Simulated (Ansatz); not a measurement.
## Geometry relaxation of GeH$_{4}$Cl$_{2}$

System: GeH$_{4}$Cl$_{2}$.
Method: RHF/def2-SVP (Ansatz 0.2.0).

The input holds or restrains some coordinates. Forces given for the steps count only the free coordinates. It belongs to a series of runs on one base structure; here: pulled along the bonds that form and break, towards end A.

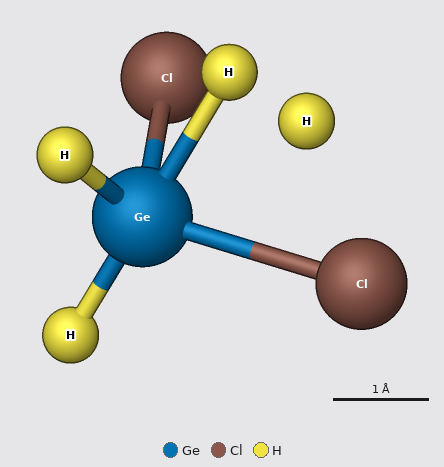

Figure 1. The input geometry (ball-and-stick view, seen at a tilt). Sticks mark near contacts.

Key numbers

| quantity | value |
| --- | --- |
| outcome | converged under the restraints of the input |
| total energy | −81530.2674 eV |
| mean-field energy | −81530.2674 eV |
| largest force (length of the vector) at the end, held atoms and coordinates included | 1.549 eV/Å |
| hardware | 1 thread of Arm Neoverse V1, 24 GiB of memory available, shared host |
| wall time | 20 s |
| peak memory | 0.17 GiB |

Input file
```yaml
crystal:
  periodic: [false, false, false]
  atoms:
    - { symbol: Ge, position_ang: [0.0, 0.0, 0.0] }
    - { symbol: Cl, position_ang: [0.0, 0.0, 2.57] }
    - { symbol: Cl, position_ang: [2.0935, 0.0, -0.7393] }
    - { symbol: H, position_ang: [-0.73, 1.2648, -0.5162] }
    - { symbol: H, position_ang: [-0.73, -1.2648, -0.5162] }
    - { symbol: H, position_ang: [0.9702, 1.4632, 0.5833] }
    - { symbol: H, position_ang: [0.8274, 1.2477, 1.5533] }
basis:
  gaussian: { orbitals: def2-SVP }
hamiltonian:
  xc: hf
relax:
  f_tol: 0.15
  max_steps: 25
  restrain:
    - { distance: [0, 5], at: 2.75, k: 30.0 }
    - { distance: [6, 1], at: 2.57, k: 30.0 }
    - { distance: [0, 1], at: 2.22, k: 30.0 }
    - { distance: [6, 5], at: 0.66, k: 30.0 }
output:
  orbitals: {}
```

Command:
```bash
ansatz run input.yaml --threads 1 --pin off --max-ram 2048MiB --backend cpu --events-out ev --progress --plain --runs-dir out
```

What the program printed
```
The last accepted step is kept in [file] (removed where the run ends without a failure and the disk answers)
Engine: ansatz 0.2.0, aarch64-unknown-linux-gnu
Functional definition: HF
  exchange = exact_x
  correlation = 0
899 factors; integrals over basis functions are off by at most 3.6e-4 eV
mean field evaluation 1: about -81525.2874 eV, gradient 2.1e1 eV
mean field evaluation 2: about -81525.3257 eV, gradient 2.1e1 eV
mean field evaluation 4: about -81526.9215 eV, gradient 2.1e0 eV
mean field evaluation 8: about -81526.9432 eV, gradient 7.0e-4 eV
mean field -81526.94319636 eV, -2996.0599015193 hartree, gradient 2.7e-5 eV, S^2 0.000000; 0 other end points of the search recorded, 0 dependent functions left out
the calculation of the forces begins
reference -81526.94319636 eV, -2996.0599015193 hartree; 35, 35 occupied and 53, 53 virtual orbitals, 899 factors
relax step   1: F+E_penalty+E_count = -81526.94319636 eV  Δ(F+E_penalty+E_count) = +0.000e0 eV  max|allowed force component| = 4.538e0 eV/Å  E_restraint = 24.43199144 eV  max|allowed force component, restraints' pulls added| = 2.703e1 eV/Å  Δτ_max = 0.0000 Å  (34 SCF iters, accepted)
  distance Ge 0 - H 5 = 1.8500 Å
  distance H 6 - Cl 1 = 1.8097 Å
  distance Ge 0 - Cl 1 = 2.5700 Å
  distance H 6 - H 5 = 1.0039 Å
these checks for a lower state are left out or cut short: starts, cluster_reference, orbital_swaps, neighbouring_geometries, increment
899 factors; integrals over basis functions are off by at most 4.3e-4 eV
mean field evaluation 16: about -81528.2898 eV, gradient 2.2e-4 eV
mean field -81528.28977055 eV, -2996.1093872079 hartree, gradient 4.0e-5 eV, S^2 0.000000; 0 other end points of the search recorded, 0 dependent functions left out
[... from here on the field's lines of each further geometry are left out, up to the last ...]
relax step   2: F+E_penalty+E_count = -81528.28977055 eV  Δ(F+E_penalty+E_count) = -1.347e0 eV  max|allowed force component| = 2.445e0 eV/Å  E_restraint = 10.66013361 eV  max|allowed force component, restraints' pulls added| = 1.401e1 eV/Å  Δτ_max = 0.1948 Å  (40 SCF iters, accepted)
relax step   3: F+E_penalty+E_count = -81528.83880815 eV  Δ(F+E_penalty+E_count) = -5.490e-1 eV  max|allowed force component| = 3.903e0 eV/Å  E_restraint = 2.57637108 eV  max|allowed force component, restraints' pulls added| = 9.284e0 eV/Å  Δτ_max = 0.1929 Å  (32 SCF iters, accepted)
relax step   4: F+E_penalty+E_count = -81529.58418093 eV  Δ(F+E_penalty+E_count) = -7.454e-1 eV  max|allowed force component| = 3.551e0 eV/Å  E_restraint = 0.20469975 eV  max|allowed force component, restraints' pulls added| = 4.410e0 eV/Å  Δτ_max = 0.1950 Å  (32 SCF iters, accepted)
relax step   5: F+E_penalty+E_count = -81530.17138509 eV  Δ(F+E_penalty+E_count) = -5.872e-1 eV  max|allowed force component| = 2.528e0 eV/Å  E_restraint = 0.02982029 eV  max|allowed force component, restraints' pulls added| = 2.085e0 eV/Å  Δτ_max = 0.1945 Å  (31 SCF iters, accepted)
relax step   6: F+E_penalty+E_count = -81530.25965057 eV  Δ(F+E_penalty+E_count) = -8.827e-2 eV  max|allowed force component| = 1.204e0 eV/Å  E_restraint = 0.05103916 eV  max|allowed force component, restraints' pulls added| = 1.436e-1 eV/Å  Δτ_max = 0.1627 Å  (31 SCF iters, accepted)
relax step   7: F+E_penalty+E_count = -81530.26558902 eV  Δ(F+E_penalty+E_count) = -5.938e-3 eV  max|allowed force component| = 1.097e0 eV/Å  E_restraint = 0.19961343 eV  max|allowed force component, restraints' pulls added| = 4.115e0 eV/Å  Δτ_max = 0.1819 Å  (30 SCF iters, rejected (line search))
relax step   8: F+E_penalty+E_count = -81530.27804025 eV  Δ(F+E_penalty+E_count) = -1.839e-2 eV  max|allowed force component| = 7.531e-1 eV/Å  E_restraint = 0.06955141 eV  max|allowed force component, restraints' pulls added| = 9.812e-1 eV/Å  Δτ_max = 0.0892 Å  (33 SCF iters, rejected (line search))
relax step   9: F+E_penalty+E_count = -81530.27091450 eV  Δ(F+E_penalty+E_count) = -1.126e-2 eV  max|allowed force component| = 1.106e0 eV/Å  E_restraint = 0.05566198 eV  max|allowed force component, restraints' pulls added| = 3.472e-1 eV/Å  Δτ_max = 0.0438 Å  (33 SCF iters, accepted)
the calculation of the forces begins
reference -81530.26737503 eV, -2996.1820628323 hartree; 35, 35 occupied and 53, 53 virtual orbitals, 899 factors
relax step  10: F+E_penalty+E_count = -81530.26737503 eV  Δ(F+E_penalty+E_count) = +3.539e-3 eV  max|allowed force component| = 1.328e0 eV/Å  E_restraint = 0.04868306 eV  max|allowed force component, restraints' pulls added| = 1.855e-2 eV/Å  Δτ_max = 0.0578 Å  (33 SCF iters, accepted)
```

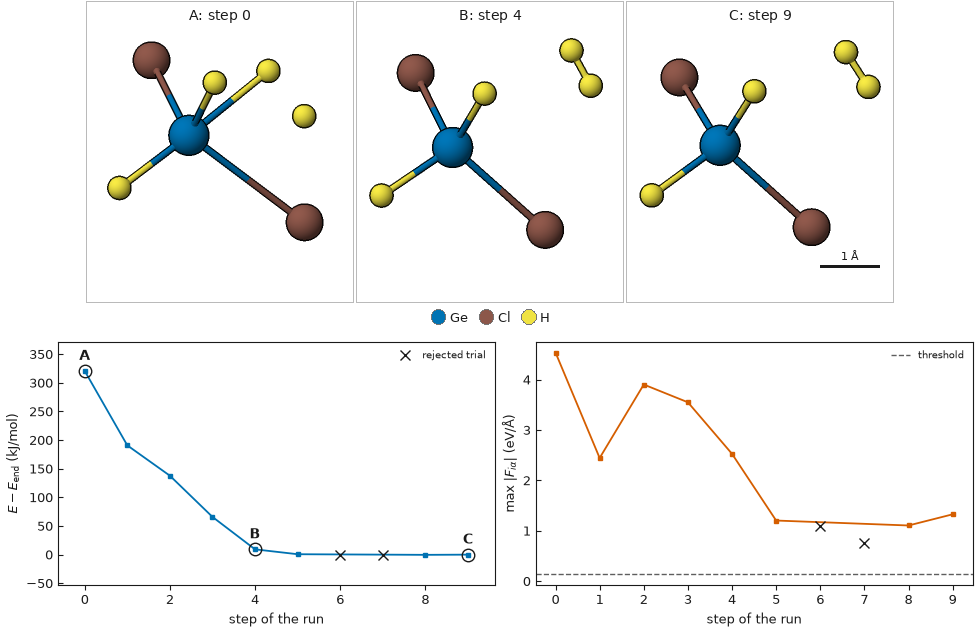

Figure 2. Frames of the restrained relaxation (ball-and-stick view, seen at a tilt) above the curves, on which the letters mark them (the first geometry is step 0 here and step 1 in the log).

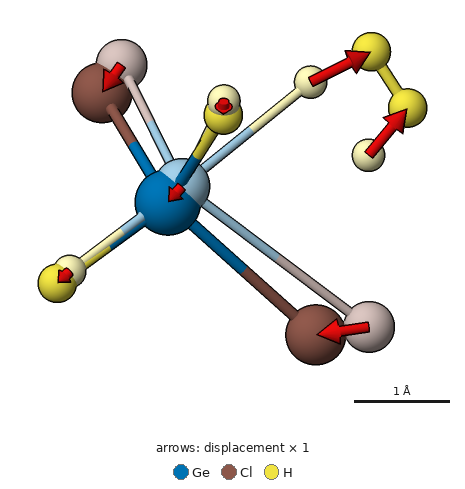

Figure 3. Start (faint) and end (solid) with the displacements as red arrows, at true length (ball-and-stick view, seen at a tilt). The two geometries are laid on each other by the best rigid fit. The energy falls by 320.7 kJ/mol in 9 geometry steps. Largest force component: 4.5 eV/Å at the start, 1.3 eV/Å at the end. The line search rejected the trial steps at points 6, 7 (counted from 0) and went back. H6 moves most after the best rigid fit: 0.72 Å. Largest moves by element: H 0.72 Å, Cl 0.57 Å, Ge 0.23 Å. Distances before and after: Ge1–H6 1.850 → 2.762 Å, Ge1–Cl2 2.570 → 2.198 Å, H6–H7 1.004 → 0.710 Å, Ge1–Cl3 2.220 → 2.150 Å. New bonds form: H6–H7 (1.00 → 0.71 Å). Among the angles that change: H4–Ge1–H5 109.5° → 114.6°, Cl2–Ge1–H5 109.5° → 106.5°. (Atoms are counted from 1 in the order of the input.)

```
  distance Ge 0 - H 5 = 2.7624 Å
  distance H 6 - Cl 1 = 2.5797 Å
  distance Ge 0 - Cl 1 = 2.1977 Å
  distance H 6 - H 5 = 0.7100 Å
899 factors; integrals over basis functions are off by at most 4.6e-4 eV
mean field -81530.26737503 eV, -2996.1820628323 hartree, gradient 2.4e-5 eV, S^2 0.000000; 1 other end points of the search recorded, 0 dependent functions left out
the calculation of the forces begins
reference -81530.26737503 eV, -2996.1820628323 hartree; 35, 35 occupied and 53, 53 virtual orbitals, 899 factors
Total energy: -81530.26737503 eV, -2996.1820628323 hartree
Atom 0 at    -0.090195    -0.210286    -0.008978 Å, force    -0.181616    -0.371335     0.529156 eV/Å
Atom 1 at    -0.076199    -0.368213     2.182960 Å, force    -0.126557    -0.203932    -0.592266 eV/Å
Atom 2 at     1.924833    -0.371200    -0.741552 Å, force     0.000112     0.007140     0.002229 eV/Å
Atom 3 at    -0.677683     1.128746    -0.404579 Å, force     0.011046     0.002535     0.003062 eV/Å
Atom 4 at    -0.859928    -1.414997    -0.523674 Å, force    -0.002061    -0.002049     0.003448 eV/Å
Atom 5 at     1.193541     2.066732     0.884460 Å, force     0.540282     0.697326    -1.273466 eV/Å
Atom 6 at     1.016730     1.880119     1.546264 Å, force    -0.241207    -0.129685     1.327837 eV/Å
Dipole moment:    -0.363038     0.085807    -0.296411 e Å
```

Trajectory as extended XYZ (Å, eV, eV/Å), 10 frames, from step=1 to step=10
```
7
Properties=species:S:1:pos:R:3:forces:R:3 step=1 energy=-81526.94320
Ge    0.0000    0.0000    0.0000    0.2885   0.4552   0.5812
Cl    0.0000    0.0000    2.5700   -0.8306  -1.2769  -1.3791
Cl    2.0935    0.0000   -0.7393   -0.7069  -1.0014  -0.3488
H    -0.7300    1.2648   -0.5162   -0.1009  -0.6467   0.1862
H    -0.7300   -1.2648   -0.5162    0.4286   0.0248   0.6664
H     0.9702    1.4632    0.5833    0.1145   0.8663   4.5379
H     0.8274    1.2477    1.5533    0.8068   1.5788  -4.2438
7
Properties=species:S:1:pos:R:3:forces:R:3 step=2 energy=-81528.28977
Ge   -0.0688   -0.1025    0.0347    1.4105   2.4322   1.2278
Cl   -0.0673   -0.1018    2.5467   -0.6750  -1.0926  -2.4455
Cl    2.0772   -0.0107   -0.7389   -1.5633  -0.8176   0.2728
H    -0.7282    1.2506   -0.5113    0.3392  -1.2936   0.7109
H    -0.7340   -1.2782   -0.5147   -0.4605  -1.4366  -0.0776
H     1.0551    1.5974    0.6961    0.2082   0.6706   1.7810
H     0.8970    1.3562    1.4223    0.7409   1.5376  -1.4694
7
Properties=species:S:1:pos:R:3:forces:R:3 step=3 energy=-81528.83881
Ge   -0.1366   -0.1980    0.0921    2.2003   3.9034   1.0593
Cl   -0.1488   -0.2277    2.4667   -0.3057  -0.5610  -2.5608
Cl    2.0363   -0.0239   -0.7240   -1.7858  -0.8783   0.5529
H    -0.7161    1.2181   -0.4894    0.3116  -1.6879   0.9920
H    -0.7525   -1.3212   -0.5245   -0.9190  -2.1687  -0.5388
H     1.1556    1.7518    0.7530    1.0210   1.7465  -2.5835
H     0.9931    1.5117    1.3610   -0.5224  -0.3539   3.0789
7
Properties=species:S:1:pos:R:3:forces:R:3 step=4 energy=-81529.58418
Ge   -0.1626   -0.2144    0.1078    1.7217   2.0435  -0.0072
Cl   -0.2042   -0.3166    2.3515   -0.1152  -0.2521  -1.5702
Cl    1.9804   -0.0679   -0.7062   -1.4964  -0.7065   0.5571
H    -0.7158    1.1538   -0.4457    0.0318  -0.9522   0.7102
H    -0.7770   -1.3851   -0.5299   -0.4267  -1.0723  -0.1204
H     1.2572    1.9125    0.7965    1.3192   2.0118  -3.1204
H     1.0531    1.6286    1.3609   -1.0344  -1.0722   3.5509
7
Properties=species:S:1:pos:R:3:forces:R:3 step=5 energy=-81530.17138
Ge   -0.1342   -0.2016    0.0293    0.4665  -0.0726   0.1787
Cl   -0.1944   -0.3414    2.2186   -0.0333  -0.1820  -0.6354
Cl    1.9268   -0.2080   -0.7162   -0.5463  -0.1654   0.2184
H    -0.7624    1.1121   -0.3990   -0.0343  -0.0590   0.0696
H    -0.7881   -1.4470   -0.5225   -0.0955  -0.1310   0.0015
H     1.3033    2.0075    0.8577    1.0365   1.1568  -2.3608
H     1.0801    1.7893    1.4669   -0.7935  -0.5468   2.5279
7
Properties=species:S:1:pos:R:3:forces:R:3 step=6 energy=-81530.25965
Ge   -0.1129   -0.2030   -0.0157   -0.0805  -0.4203   0.6915
Cl   -0.0653   -0.3661    2.1755   -0.2334  -0.2230  -0.5551
Cl    1.9164   -0.3359   -0.7014    0.0806   0.0010  -0.1378
H    -0.7140    1.1341   -0.3898   -0.0187   0.0050  -0.0509
H    -0.8441   -1.4296   -0.5344   -0.0475   0.0408  -0.0092
H     1.2758    2.0090    0.8823    0.7383   0.5391  -1.1428
H     0.9751    1.9025    1.5183   -0.4389   0.0576   1.2043
7
Properties=species:S:1:pos:R:3:forces:R:3 step=7 energy=-81530.26559 accepted=F
Ge   -0.1131   -0.2082   -0.0028    0.0735  -0.3076   0.5156
Cl   -0.1277   -0.3548    2.1930   -0.1206  -0.2077  -0.6494
Cl    1.9258   -0.3145   -0.7091   -0.1564  -0.0461   0.0334
H    -0.7151    1.1207   -0.4105   -0.0204  -0.0061   0.0100
H    -0.8311   -1.4347   -0.5324   -0.0529  -0.0286   0.0056
H     1.1651    2.0919    0.8392    0.1386  -0.0750   1.0969
H     1.1272    1.8106    1.5575    0.1382   0.6711  -1.0120
7
Properties=species:S:1:pos:R:3:forces:R:3 step=8 energy=-81530.27804 accepted=F
Ge   -0.1105   -0.2072   -0.0071    0.0042  -0.3272   0.5669
Cl   -0.0991   -0.3597    2.1866   -0.1596  -0.2134  -0.6091
Cl    1.9229   -0.3241   -0.7118   -0.0746  -0.0259  -0.0210
H    -0.7120    1.1255   -0.4022   -0.0124  -0.0063  -0.0066
H    -0.8395   -1.4303   -0.5316   -0.0433  -0.0137  -0.0011
H     1.2204    2.0504    0.8629    0.3720   0.5400  -0.6823
H     1.0489    1.8564    1.5381   -0.0864   0.0466   0.7531
7
Properties=species:S:1:pos:R:3:forces:R:3 step=9 energy=-81530.27092
Ge   -0.1049   -0.2078   -0.0113   -0.0951  -0.3677   0.6051
Cl   -0.0813   -0.3631    2.1812   -0.1734  -0.2201  -0.5847
Cl    1.9224   -0.3379   -0.7169   -0.0054  -0.0110  -0.0550
H    -0.7066    1.1264   -0.3983   -0.0020   0.0105  -0.0235
H    -0.8486   -1.4260   -0.5308   -0.0180   0.0051  -0.0018
H     1.2411    2.0349    0.8761    0.5677   0.5828  -1.0463
H     1.0091    1.8845    1.5350   -0.2738   0.0005   1.1061
7
Properties=species:S:1:pos:R:3:forces:R:3 step=10 energy=-81530.26737
Ge   -0.0902   -0.2103   -0.0090   -0.1816  -0.3713   0.5292
Cl   -0.0762   -0.3682    2.1830   -0.1266  -0.2039  -0.5923
Cl    1.9248   -0.3712   -0.7416    0.0001   0.0071   0.0022
H    -0.6777    1.1287   -0.4046    0.0110   0.0025   0.0031
H    -0.8599   -1.4150   -0.5237   -0.0021  -0.0020   0.0034
H     1.1935    2.0667    0.8845    0.5403   0.6973  -1.2735
H     1.0167    1.8801    1.5463   -0.2412  -0.1297   1.3278
```

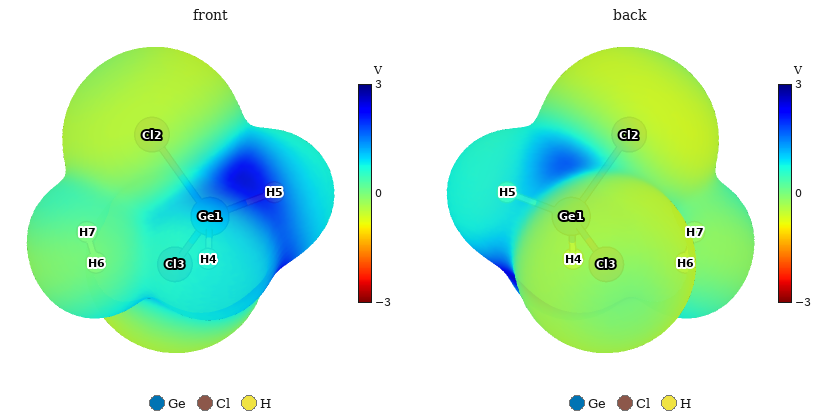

Figure 4. The electrostatic potential painted on the density surface at 0.002 e/bohr³, seen at a tilt and from behind; the colour scale runs from red (negative) to blue (positive).

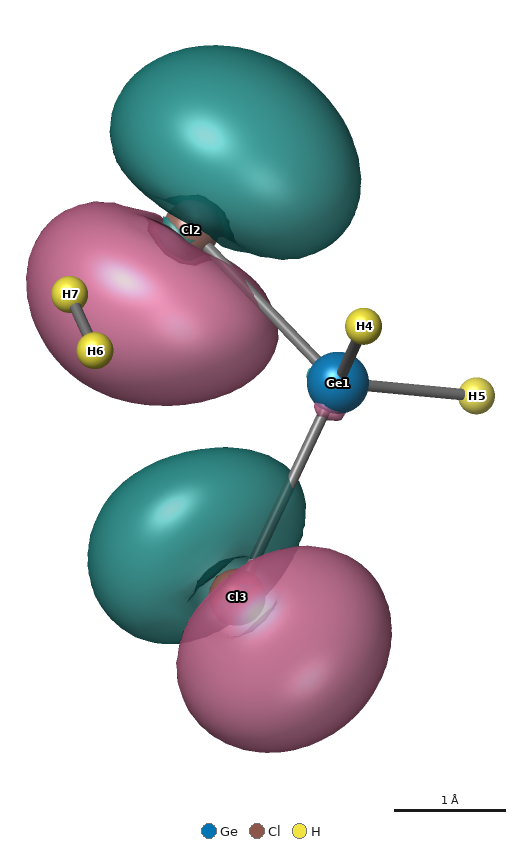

Figure 5. One frontier orbital at ±0.1 Å⁻³ᐟ² (teal and pink are the two phases), seen at a tilt. The HOMO−1, at −12.39 eV.

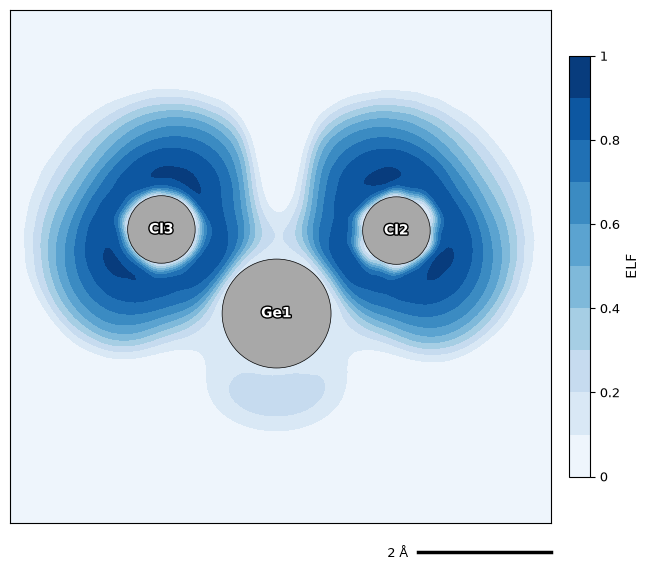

Figure 6. ELF on the plane of atoms Cl2, Ge1 and Cl3. Grey discs, where drawn, cover atomic cores. Ge–Cl (2.15 Å): the ELF peaks at about 0.85 in the valence shell of Cl, 0.8 Å from its nucleus, and is about 0.70 at the midpoint. Ge–Cl (2.20 Å): the ELF peaks at about 0.90 in the valence shell of Cl, 0.9 Å from its nucleus, and is about 0.70 at the midpoint.
